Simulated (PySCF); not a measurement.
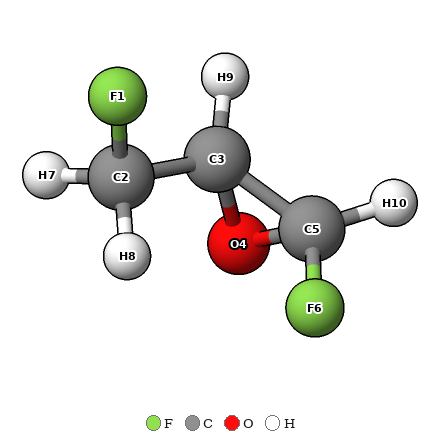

C₃H₄F₂O, SMILES FC[C@@H]1O[C@@H]1F. Vertical core-electron binding energies by ΔSCF (SCAN, pcX-2 on the ionised atom, pcseg-1 elsewhere, spin-free X2C; PySCF, at a PBE0-D3(BJ)/def2-SVP geometry (no frequency check)), gas phase, against the vacuum level. One atom of each kind was ionised; within a panel, areas follow the number of like atoms, Gaussians of 0.8 eV full width. Only the regions named are shown. Lines closer than the width merge in the curve.

**Predict the C 1s photoelectron lines.**

| level | atoms | binding energy (eV) |
| --- | --- | --- |
| C 1s | C5 | 295.1 |
| C 1s | C2 | 293.7 |
| C 1s | C3 | 293.0 |

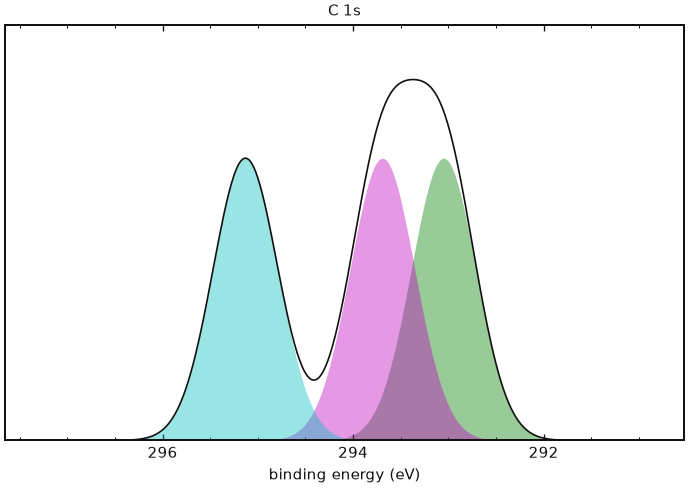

Note: one conformer of a flexible molecule.
